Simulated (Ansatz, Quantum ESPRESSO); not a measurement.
# Cu: work function by face, part 3 of 6

Which face of Cu holds its electrons most tightly, and does packing explain the order?

Quantum ESPRESSO 7.5; plane-wave DFT, PBE, GBRV ultrasoft pseudopotentials; geometry and cross-check by Ansatz 0.2.0 with PAW datasets.

So far. Step 2 (Geometry from Ansatz of (111)):  Held were the atoms numbered 3; the forces quoted are those on the free ones.

### 6. Electrostatic potential of (111)

111.lda.pot.in

```
&inputpp
  prefix = '111.lda'
  outdir = './out'
  filplot = '111.lda.pot.dat'
  plot_num = 11
/
```

Launch:

```sh
OMP_NUM_THREADS=1 mpirun -n 4 pp.x -in 111.lda.pot.in > 111.lda.pot.out
```

Elapsed: 0.79 s, on 4 MPI ranks of Arm Neoverse V1, shared host; peak memory 0.1 GiB; 2.8 s of CPU time.

Read from the output:

- work function of the upper face: 5.146 eV
- slope of the potential above: 1.65e-4 eV/Å
- upper vacuum line continued to the top atoms, over the Fermi level: 5.145 eV
- work function of the lower face: 5.146 eV
- slope of the potential below: -1.16e-4 eV/Å
- lower vacuum line continued to the bottom atoms, over the Fermi level: 5.145 eV

On (111) the work function under LDA lies +0.37 eV from PBE's.

### 7. Relaxation with Ansatz of (100)

Level of this step: plane-wave DFT, PBE, Ansatz PAW (Ansatz 0.2.0).

input.yaml

```yaml
crystal:
  lattice:
    - [2.5526554801, 0.0, 0.0]
    - [0.0, 2.5526554801, 0.0]
    - [0.0, 0.0, 23.22]
  atoms:
    - { symbol: Cu, position: [0.0, 0.0, 0.3445305771] }
    - { symbol: Cu, position: [0.5, 0.5, 0.4222652885] }
    - { symbol: Cu, position: [0.0, 0.0, 0.5] }
    - { symbol: Cu, position: [0.5, 0.5, 0.5777347115] }
    - { symbol: Cu, position: [0.0, 0.0, 0.6554694229] }
kpoints:
  mp_grid: { grid: [12, 12, 1] }
hamiltonian:
  xc: pbe
scf:
  occupations: { method: fermi_dirac, width: 0.1 }
  convergence: { dr2_threshold: 1.0e-08 }
efield:
  axis: 3
  dipole_correction: true
  ramp_position: 0.97
  ramp_width: 0.04
relax:
  f_tol: 0.01
  constraints: [{ sites: [2] }]
output:
  write_potential: true
  write_density: true
  volumetric_format: npy
```

Launch:

```sh
ansatz run input.yaml --threads 4 --pin off --max-ram 8192MiB --backend cpu --events-out ev --progress --plain --runs-dir out
```

Numbers of over 12 decimals in the logs are rounded to 6 here.

The log of the run:

```text
[...]
Crystal: 5 atoms, lattice volume = 151.303 Å³
Basis set: ecut = 420 eV, 2985 PW (Γ), exchange–correlation on 36×36×320 points (8 copies of the dense FFT grid, shifted against one another)
Bands: 57, of which v1, the nominal top of the filled ones, is band 48 counted from 1 (47 counted from 0)
Symmetry: 8 space group operations
k-points: 28 of 144
[...]
SCF iter   1: F=—  HF=-33124.678886 eV  |F-HF|=—  |Δ(HF+E_count)|=         —  Δρ=2.49e-3  dr2=1.51e-2  ethr=1.77e-3  p=0.000 e·Å  D=3.18e-4 V/Å  ΔV_dip=-0.01 eV  dr2_dipole=1.38e-5  V_vac-E_F(+/−)=4.45/4.46 eV  ⟨swp⟩=8.2  Hψ=6700  notcnv=0  defer=17
[...]
SCF iter   9: F=-33124.681899 eV  HF=-33124.681899 eV  |F-HF|=1.29e-7  |Δ(HF+E_count)|=   9.03e-8  Δρ=2.63e-6  dr2=9.01e-9  ethr=1.05e-11  p=-0.000 e·Å  D=-1.51e-5 V/Å  ΔV_dip=0.00 eV  dr2_dipole=5.26e-13  V_vac-E_F(+/−)=4.52/4.52 eV  ⟨swp⟩=8.7  Hψ=12048  notcnv=0
SCF 1 converged in 9 iterations: F = -33124.681899 eV  dr2 = 9.01e-9
[...]
relax step   1: F+E_penalty+E_count = -33124.68189864 eV  Δ(F+E_penalty+E_count) = +0.000e0 eV  max|allowed force component| = 2.365e-1 eV/Å  Δτ_max = 0.0000 Å  (9 SCF iters, accepted)
[...]
iter 1 solved again at ethr=6.10e-7 eV; its pass at ethr=3.10e-3 eV (dr2=5.79e-4 eV) is discarded
[...]
SCF iter   9: F=-33124.686428 eV  HF=-33124.686428 eV  |F-HF|=1.07e-9  |Δ(HF+E_count)|=   6.34e-9  Δρ=1.02e-6  dr2=1.83e-9  ethr=1.05e-11  p=-0.000 e·Å  D=-1.49e-5 V/Å  ΔV_dip=0.00 eV  dr2_dipole=8.47e-15  V_vac-E_F(+/−)=4.52/4.52 eV  ⟨swp⟩=8.2  Hψ=9521  notcnv=0
SCF 2 converged in 9 iterations: F = -33124.686428 eV  dr2 = 1.83e-9
relax step   2: F+E_penalty+E_count = -33124.68642792 eV  Δ(F+E_penalty+E_count) = -4.529e-3 eV  max|allowed force component| = 1.509e-1 eV/Å  Δτ_max = 0.0109 Å  (9 SCF iters, accepted)
SCF iter   1: F=—  HF=-33124.690329 eV  |F-HF|=—  |Δ(HF+E_count)|=         —  Δρ=1.59e-3  dr2=1.60e-3  ethr=1.77e-5  p=-0.000 e·Å  D=-1.30e-5 V/Å  ΔV_dip=0.00 eV  dr2_dipole=4.55e-10  V_vac-E_F(+/−)=4.52/4.52 eV  ⟨swp⟩=3.4  Hψ=3816  notcnv=0  defer=68
[...]
SCF iter   9: F=-33124.689537 eV  HF=-33124.689537 eV  |F-HF|=7.10e-9  |Δ(HF+E_count)|=   1.47e-8  Δρ=2.00e-6  dr2=7.26e-9  ethr=1.05e-11  p=-0.000 e·Å  D=-1.38e-5 V/Å  ΔV_dip=0.00 eV  dr2_dipole=6.21e-14  V_vac-E_F(+/−)=4.51/4.51 eV  ⟨swp⟩=7.6  Hψ=10917  notcnv=0
SCF 3 converged in 9 iterations: F = -33124.689537 eV  dr2 = 7.26e-9
relax step   3: F+E_penalty+E_count = -33124.68953654 eV  Δ(F+E_penalty+E_count) = -3.109e-3 eV  max|allowed force component| = 3.438e-3 eV/Å  Δτ_max = 0.0176 Å  (9 SCF iters, accepted)
NSCF: frozen V_eff on 28 k-points
[...]
SCF converged after 9 iterations
Free energy (F): -33124.689537 eV
[...]
Internal energy: -33124.637333 eV  (E = F + TS)
E sigma→0 (E₀):  -33124.663435 eV
Entropy (-TS):   -0.052204 eV (-10.441 meV/atom)
Fermi energy:    3.841451 eV
Dipole field:    D = -0.000014 V/Å  (p = -0.000012 e·Å, saw-weighted, corrected)
Work function:   Φ+ = 4.5057 eV   Φ− = 4.5055 eV
[...]
--- Forces (eV/Å), atoms counted from 1 ---
  atom   1  Cu    -0.00000000     0.00000000    -0.00343793
  atom   2  Cu     0.00000000     0.00000000     0.00135101
  atom   3  Cu     0.00000000     0.00000000     0.00000398
  atom   4  Cu    -0.00000000     0.00000000    -0.00135268
  atom   5  Cu    -0.00000000     0.00000000     0.00343556
  max |Σ_I F_I| component: 5.51e-8 eV/Å
--- Band table (eV; the first three rows and the last of 28) ---
  k-point 0: bands = [... 44 lower, 2.2330, 2.3785, 2.3890, 2.3995, 2.3995, 3.7495, 5.0039, 8.0590, ... 5 higher]
  k-point 1: bands = [... 44 lower, 2.2939, 2.3121, 2.3486, 2.3978, 2.4250, 4.0472, 5.3544, 8.2162, ... 5 higher]
  k-point 2: bands = [... 44 lower, 2.2451, 2.2469, 2.3554, 2.4103, 2.8885, 4.7266, 6.2030, 8.6855, ... 5 higher]
  k-point 27: bands = [... 44 lower, 2.7574, 6.0536, 6.0536, 7.6739, 7.6739, 9.9224, 9.9224, 11.1535, ... 5 higher]
--- Relaxed structure (3 steps of the walk, 3 accepted, 0 SCFs on fresh bases) ---
  F+E_penalty+E_count = -33124.68953654 eV   max|allowed force component| = 3.438e-3 eV/Å
  atoms:
    - { symbol: Cu, position: [0, 0.0, 0.344846] }
    - { symbol: Cu, position: [0.5, 0.5, 0.421039] }
    - { symbol: Cu, position: [0.0, 0.0, 0.5] }
    - { symbol: Cu, position: [0.5, 0.5, 0.578961] }
    - { symbol: Cu, position: [0, 0.0, 0.655154] }
```

Run time: 24 s. Hardware: 4 threads; peak memory 0.54 GiB; 91 s of CPU time.

Relaxation path:

| step | energy less that of the first step (eV) | largest force component (eV/Å) |
| --- | --- | --- |
| 1 | 0.0000 | 0.2365 |
| 2 | -0.0045 | 0.1509 |
| 3 | -0.0076 | 0.0034 |

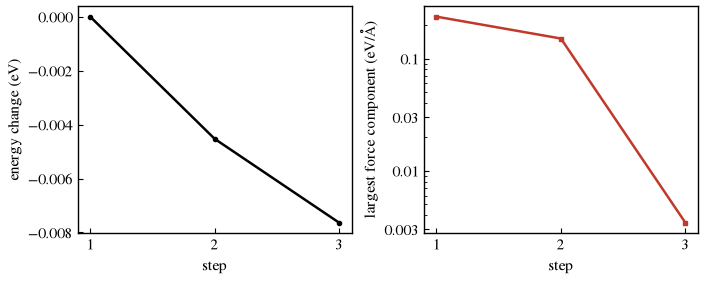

Energy and largest force along the relaxation.

The atoms that moved most (Å):

| atom | dx | dy | dz | length |
| --- | --- | --- | --- | --- |
| Cu4 | 0.000 | 0.000 | 0.028 | 0.028 |
| Cu2 | 0.000 | 0.000 | -0.028 | 0.028 |
| Cu1 | 0.000 | 0.000 | 0.007 | 0.007 |
| Cu5 | 0.000 | 0.000 | -0.007 | 0.007 |

The relaxed structure:

```xyz
5
Lattice="2.5527 0.0000 0.0000 0.0000 2.5527 0.0000 0.0000 0.0000 23.2200" Properties=species:S:1:pos:R:3
Cu    0.0000    0.0000    8.0073
Cu    1.2763    1.2763    9.7765
Cu    0.0000    0.0000   11.6100
Cu    1.2763    1.2763   13.4435
Cu    0.0000    0.0000   15.2127
```

The relaxation lowers the energy by 2 meV an atom. Held were the atoms numbered 3; the forces quoted are those on the free ones.

Read from the output:

```
free energy                     : -33124.6895 eV
energy at zero smearing         : -33124.6634 eV
smearing term TS                : 0.05220 eV
Fermi energy                    : 3.841 eV
symmetry operations             : 8
work function of the upper face : 4.506 eV
work function of the lower face : 4.505 eV
dipole along the normal         : -1.19e-5 e·Å
```

### 8. Ground state of (100), PBE

Level of this step: plane-wave DFT, PBE, GBRV ultrasoft pseudopotentials (Quantum ESPRESSO 7.5).

100.pbe.in

```
&control
  prefix = '100.pbe'
  outdir = './out'
  pseudo_dir = './pseudo'
  calculation = 'scf'
  tprnfor = .true.
/
&system
  ibrav = 0
  nat = 5
  ntyp = 1
  ecutwfc = 40
  ecutrho = 200
  occupations = 'smearing'
  smearing = 'mv'
  degauss = 0.02
/
&electrons
  conv_thr = 1e-07
  mixing_beta = 0.4
  electron_maxstep = 120
  mixing_mode = 'local-TF'
/
ATOMIC_SPECIES
  Cu  63.5460  cu_pbe_v1.2.uspp.F.UPF
CELL_PARAMETERS angstrom
  2.55265548010000 0.00000000000000 0.00000000000000
  0.00000000000000 2.55265548010000 0.00000000000000
  0.00000000000000 0.00000000000000 23.22000000000000
ATOMIC_POSITIONS crystal
  Cu  0.000000000000 0.000000000000 0.344846018357
  Cu  0.500000000000 0.500000000000 0.421038841228
  Cu  0.000000000000 0.000000000000 0.500000000000
  Cu  0.500000000000 0.500000000000 0.578961208051
  Cu  0.000000000000 0.000000000000 0.655154047334
K_POINTS automatic
  12 12 1 0 0 0
```

Launch:

```sh
OMP_NUM_THREADS=1 mpirun -n 4 pw.x -nk 4 -in 100.pbe.in > 100.pbe.out
```

The log of the run:

```text
[banner, memory and clock lines left out]
Program PWSCF v.7.5 starts
[citation notice left out]

[...]
Message from routine setup:
[...]
bravais-lattice index     =            0
     lattice parameter (alat)  =       4.8238  a.u.
     unit-cell volume          =    1021.0411 (a.u.)^3
     number of atoms/cell      =            5
     number of atomic types    =            1
     number of electrons       =        95.00
     number of Kohn-Sham states=           58
     kinetic-energy cutoff     =      40.0000  Ry
     charge density cutoff     =     200.0000  Ry
     scf convergence threshold =      1.0E-07
     mixing beta               =       0.4000
     number of iterations used =            8  local-TF  mixing
     Exchange-correlation= SLA  PW   PBE  PBE
                           (   1   4   3   4   0   0   0)

[...]
PseudoPot. # 1 for Cu read from file:
     ./pseudo/cu_pbe_v1.2.uspp.F.UPF
     Pseudo is Ultrasoft + core correction, Zval = 19.0
     Generated by new atomic code, or converted to UPF format
     Using radial grid of  867 points,  6 beta functions with:
                l(1) =   0
                l(2) =   0
                l(3) =   1
                l(4) =   1
                l(5) =   2
                l(6) =   2
     Q(r) pseudized with  8 coefficients,  rinner =    1.150   1.150   1.150
                                                       1.150   1.150

     atomic species   valence    mass     pseudopotential
     Cu               19.00    63.54600     Cu( 1.00)

     16 Sym. Ops., with inversion, found

[...]
number of k points=    28  Marzari-Vanderbilt smearing, width (Ry)=  0.0200
[...]
Dense  grid:    48793 G-vectors     FFT dimensions: (  24,  24, 200)

     Smooth grid:    34917 G-vectors     FFT dimensions: (  20,  20, 180)

     Initial potential from superposition of free atoms

     starting charge      90.0000, renormalised to      95.0000

     negative rho (up, down):  1.852E-04 0.000E+00
     Starting wfcs are   65 randomized atomic wfcs

     per-process dynamical memory:    68.3 Mb

     Self-consistent Calculation

     iteration #  1     ecut=    40.00 Ry     beta= 0.40
     Davidson diagonalization with overlap
     ethr =  1.00E-02,  avg # of iterations =  8.0

     negative rho (up, down):  4.584E-02 0.000E+00

     total energy              =   -2012.28017356 Ry
     estimated scf accuracy    <      63.47647337 Ry

     iteration #  2     ecut=    40.00 Ry     beta= 0.40
[...]
negative rho (up, down):  1.666E-02 0.000E+00

[...]
total energy              =   -2018.80527051 Ry
     estimated scf accuracy    <       0.39049687 Ry

     iteration #  3     ecut=    40.00 Ry     beta= 0.40
[...]
negative rho (up, down):  1.814E-03 0.000E+00

[...]
total energy              =   -2018.81918134 Ry
     estimated scf accuracy    <       0.17984901 Ry

     iteration #  4     ecut=    40.00 Ry     beta= 0.40
[...]
negative rho (up, down):  1.509E-03 0.000E+00

[...]
total energy              =   -2018.82926946 Ry
     estimated scf accuracy    <       0.05903177 Ry

     iteration #  5     ecut=    40.00 Ry     beta= 0.40
[...]
negative rho (up, down):  9.311E-04 0.000E+00

[...]
total energy              =   -2018.83004868 Ry
     estimated scf accuracy    <       0.05383292 Ry

     iteration #  6     ecut=    40.00 Ry     beta= 0.40
[...]
negative rho (up, down):  1.083E-03 0.000E+00

[...]
total energy              =   -2018.83076152 Ry
     estimated scf accuracy    <       0.04876541 Ry

[...]
iteration # 15     ecut=    40.00 Ry     beta= 0.40
[...]
negative rho (up, down):  1.463E-04 0.000E+00

[...]
total energy              =   -2018.82253598 Ry
     estimated scf accuracy    <       0.00000771 Ry

     iteration # 16     ecut=    40.00 Ry     beta= 0.40
[...]
negative rho (up, down):  8.318E-05 0.000E+00

[...]
total energy              =   -2018.82253610 Ry
     estimated scf accuracy    <       0.00001006 Ry

     iteration # 17     ecut=    40.00 Ry     beta= 0.40
[...]
negative rho (up, down):  1.012E-04 0.000E+00

[...]
total energy              =   -2018.82253718 Ry
     estimated scf accuracy    <       0.00000027 Ry

     iteration # 18     ecut=    40.00 Ry     beta= 0.40
[...]
negative rho (up, down):  9.052E-05 0.000E+00

[...]
End of self-consistent calculation

          k = 0.0000 0.0000 0.0000 (  4333 PWs)   bands (ev):

  -108.9934-108.9927-108.9375-108.5479-108.5476 -66.3996 -66.3831 -66.3570
   -66.3570 -66.3541 -66.3541 -66.3129 -66.2937 -66.2937 -65.9313 -65.9313
   -65.9310 -65.9310 -65.9199 -65.9196  -5.4290  -4.3403  -2.6390  -1.3487
    -1.2041  -0.7072  -0.4231   0.0595   0.4560   0.5794   0.7124   0.7124
     1.0124   1.0124   1.0682   1.2642   1.4241   1.4794   1.5179   1.5179
     1.6017   1.6513   1.8360   1.9722   1.9722   2.1168   2.1275   2.1421
     2.1421   3.4773   4.7287   7.6869   8.1225   8.7858  10.2433  11.2273
    13.4896  13.4957

          k = 0.0000 0.0833 0.0000 (  4327 PWs)   bands (ev):

  -108.9930-108.9924-108.9372-108.5476-108.5473 -66.3985 -66.3834 -66.3607
   -66.3588 -66.3565 -66.3538 -66.3125 -66.2972 -66.2936 -65.9351 -65.9349
   -65.9310 -65.9307 -65.9196 -65.9193  -5.2620  -4.1814  -2.4989  -1.2366
    -1.1166  -0.6631  -0.3874   0.0793   0.4568   0.6178   0.7061   0.7314
     0.8488   0.9985   1.0964   1.2395   1.3791   1.3965   1.4306   1.4574
     1.6826   1.7405   1.8175   1.8552   2.0336   2.0507   2.0868   2.1360
     2.1668   3.7772   5.0821   7.8450   8.2915   8.9372  10.4064  11.3571
    13.6290  13.6404

[...]
the Fermi energy is     3.5725 ev

!    total energy              =   -2018.82253736 Ry
     estimated scf accuracy    <       0.00000007 Ry
     smearing contrib. (-TS)   =       0.00025459 Ry
     internal energy E=F+TS    =   -2018.82279196 Ry

     The total energy is F=E-TS. E is the sum of the following terms:
     one-electron contribution =  -14898.63990099 Ry
     hartree contribution      =    7463.63454419 Ry
     xc contribution           =    -193.96856152 Ry
     ewald contribution        =    5610.15112635 Ry

     convergence has been achieved in  18 iterations

     negative rho (up, down):  9.052E-05 0.000E+00

     Forces acting on atoms (cartesian axes, Ry/au):

     atom    1 type  1   force =     0.00000000    0.00000000   -0.00057338
     atom    2 type  1   force =     0.00000000    0.00000000   -0.00004172
     atom    3 type  1   force =     0.00000000    0.00000000    0.00000000
     atom    4 type  1   force =     0.00000000    0.00000000    0.00004172
     atom    5 type  1   force =     0.00000000    0.00000000    0.00057338

     Total force =     0.000813     Total SCF correction =     0.001254
     SCF correction compared to forces is large: reduce conv_thr to get better values

[...]
```

It took 51 s on 4 MPI ranks; peak memory 0.53 GiB.

Read from the output:

| Property | Result |
| --- | --- |
| free energy | -27467.4799 eV |
| Fermi energy | 3.572 eV |

### 9. Electrostatic potential of (100)

100.pbe.pot.in

```
&inputpp
  prefix = '100.pbe'
  outdir = './out'
  filplot = '100.pbe.pot.dat'
  plot_num = 11
/
```

Launch:

```sh
OMP_NUM_THREADS=1 mpirun -n 4 pp.x -in 100.pbe.pot.in > 100.pbe.pot.out
```

The log of the run:

```text
[banner, memory and clock lines left out]
Program POST-PROC v.7.5 starts
[citation notice left out]

[...]
./out/100.pbe.save/

[...]
negative rho (up, down):  9.052E-05 0.000E+00

     Calling punch_plot, plot_num =  11
     Writing data to file  100.pbe.pot.dat
     Message from routine chdens:
     namelist plot not found or invalid, exiting
```

Wall time 0.8 s (4 MPI ranks); peak memory 0.1 GiB.

Numbers from this step:

- work function of the upper face: 4.504 eV
- slope of the potential above: 2.15e-4 eV/Å
- upper vacuum line continued to the top atoms, over the Fermi level: 4.503 eV
- work function of the lower face: 4.504 eV
- slope of the potential below: -5.29e-5 eV/Å
- lower vacuum line continued to the bottom atoms, over the Fermi level: 4.504 eV

The potential energy, planar mean oscillates, so the rows of the table below give means over windows of 1.74 Å about each position, cut where the curve ends. Its maxima inside the range that stand out by 2 % of the span (Å: eV): 8.9: -2.01, 10.7: -1.42, 12.5: -1.41, 14.3: -2.01. Its minima: 8.0: -20.4, 9.8: -20.6, 11.6: -20.5, 13.5: -20.6, 15.2: -20.4.

Electrostatic potential energy of an electron; zero at the Fermi level. The potential energy, planar mean by z; means over each step:

| z (Å) | potential energy, planar mean (eV) |
| --- | --- |
| 0.87 | 4.50 |
| 2.61 | 4.50 |
| 4.35 | 4.50 |
| 6.09 | 3.95 |
| 7.83 | -9.61 |
| 9.57 | -10.4 |
| 11.31 | -10.1 |
| 13.05 | -10.1 |
| 14.79 | -10.2 |
| 16.53 | 1.79 |
| 18.27 | 4.47 |
| 20.01 | 4.50 |
| 21.75 | 4.50 |

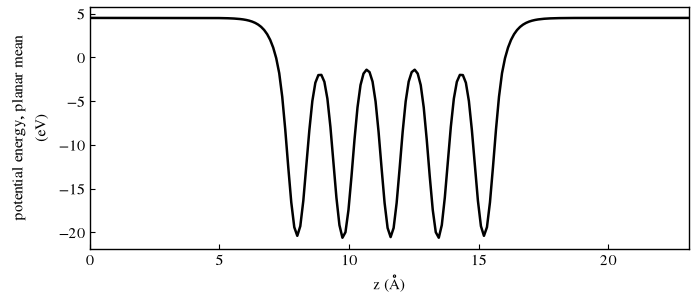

Potential energy, planar mean, plotted against z.

### 10. Self-consistent run of (100), LDA

Level of this step: plane-wave DFT, LDA, GBRV ultrasoft pseudopotentials (Quantum ESPRESSO 7.5).

100.lda.in, as its differences from the input of step 8:

```diff
@@ -1,3 +1,3 @@
 &control
-  prefix = '100.pbe'
+  prefix = '100.lda'
   outdir = './out'
@@ -24,3 +24,3 @@
 ATOMIC_SPECIES
-  Cu  63.5460  cu_pbe_v1.2.uspp.F.UPF
+  Cu  63.5460  cu_lda_v1.2.uspp.F.UPF
 CELL_PARAMETERS angstrom
```

Launch:

```sh
OMP_NUM_THREADS=1 mpirun -n 4 pw.x -nk 4 -in 100.lda.in > 100.lda.out
```

The log of the run:

```text
[banner, memory and clock lines left out]
Program PWSCF v.7.5 starts
[...]
Message from routine setup:
[...]
number of electrons       =        95.00
     number of Kohn-Sham states=           58
     kinetic-energy cutoff     =      40.0000  Ry
     charge density cutoff     =     200.0000  Ry
[...]
number of k points=    28  Marzari-Vanderbilt smearing, width (Ry)=  0.0200
[...]
Dense  grid:    48793 G-vectors     FFT dimensions: (  24,  24, 200)
[...]
negative rho (up, down):  1.867E-04 0.000E+00
     Starting wfcs are   65 randomized atomic wfcs
[...]
negative rho (up, down):  4.143E-02 0.000E+00
[...]
estimated scf accuracy    <      57.41799835 Ry
[...]
negative rho (up, down):  1.584E-02 0.000E+00
[...]
estimated scf accuracy    <       0.31499680 Ry
[...]
negative rho (up, down):  1.463E-03 0.000E+00
[...]
estimated scf accuracy    <       0.15596200 Ry
[...]
negative rho (up, down):  3.047E-05 0.000E+00
[...]
estimated scf accuracy    <       0.04387079 Ry
[...]
negative rho (up, down):  1.604E-04 0.000E+00
[...]
estimated scf accuracy    <       0.02780137 Ry
[...]
negative rho (up, down):  6.397E-06 0.000E+00
[...]
estimated scf accuracy    <       0.02357879 Ry
[...]
negative rho (up, down):  6.238E-07 0.000E+00
[...]
estimated scf accuracy    <       0.02091544 Ry
[...]
estimated scf accuracy    <       0.01008433 Ry
[...]
estimated scf accuracy    <       0.00789169 Ry
[...]
negative rho (up, down):  7.110E-04 0.000E+00
[...]
estimated scf accuracy    <       0.00982864 Ry
[...]
negative rho (up, down):  2.365E-03 0.000E+00
[...]
estimated scf accuracy    <       0.00257958 Ry
[...]
negative rho (up, down):  1.217E-03 0.000E+00
[...]
estimated scf accuracy    <       0.00050013 Ry
[...]
negative rho (up, down):  4.995E-04 0.000E+00
[...]
estimated scf accuracy    <       0.00050661 Ry
[...]
negative rho (up, down):  1.065E-04 0.000E+00
[...]
estimated scf accuracy    <       0.00034989 Ry
[...]
negative rho (up, down):  1.041E-04 0.000E+00
[...]
estimated scf accuracy    <       0.00001038 Ry
[...]
negative rho (up, down):  1.521E-04 0.000E+00
[...]
estimated scf accuracy    <       0.00001377 Ry
[...]
negative rho (up, down):  7.272E-05 0.000E+00
[...]
estimated scf accuracy    <       0.00002171 Ry
[...]
negative rho (up, down):  5.818E-05 0.000E+00
[...]
estimated scf accuracy    <       0.00001437 Ry
[...]
negative rho (up, down):  5.680E-05 0.000E+00
[...]
estimated scf accuracy    <       0.00000271 Ry
[...]
negative rho (up, down):  8.228E-05 0.000E+00
[...]
estimated scf accuracy    <       0.00000085 Ry
[...]
negative rho (up, down):  8.917E-05 0.000E+00
[...]
estimated scf accuracy    <       0.00000148 Ry
[...]
negative rho (up, down):  9.634E-05 0.000E+00
[...]
estimated scf accuracy    <       0.00000080 Ry
[...]
negative rho (up, down):  9.340E-05 0.000E+00
[...]
the Fermi energy is     3.1747 ev
!    total energy              =   -2017.60686774 Ry
     estimated scf accuracy    <          9.4E-09 Ry
     smearing contrib. (-TS)   =       0.00027029 Ry
     internal energy E=F+TS    =   -2017.60713803 Ry
[...]
one-electron contribution =  -14898.82665733 Ry
     hartree contribution      =    7462.08691756 Ry
     xc contribution           =    -191.01852461 Ry
     ewald contribution        =    5610.15112635 Ry
     convergence has been achieved in  23 iterations
     negative rho (up, down):  9.340E-05 0.000E+00
[...]
Total force =     0.032227     Total SCF correction =     0.000437
[...]
```

Elapsed: 61 s, on 4 MPI ranks; peak memory 0.53 GiB.

This step gave:

| Quantity | Value |
| --- | --- |
| free energy | -27450.9399 eV |
| Fermi energy | 3.175 eV |

(Continued in part 4 of 6.)

[Logs are printed without paths, hosts, clocks, repeated set-up lines and the standing remarks that a program may print on its own settings, such as how far it seeks lower states.]

[Hosts, paths, dates, database ids (printed as entryN), source tags and the programs' standing remarks are cut or masked in the printed files.]

[Maps of the electrostatic potential energy from Ansatz leave out the sawtooth potential of an applied field or a dipole correction, so their vacuum need not be flat; planar profiles and work functions include it.]
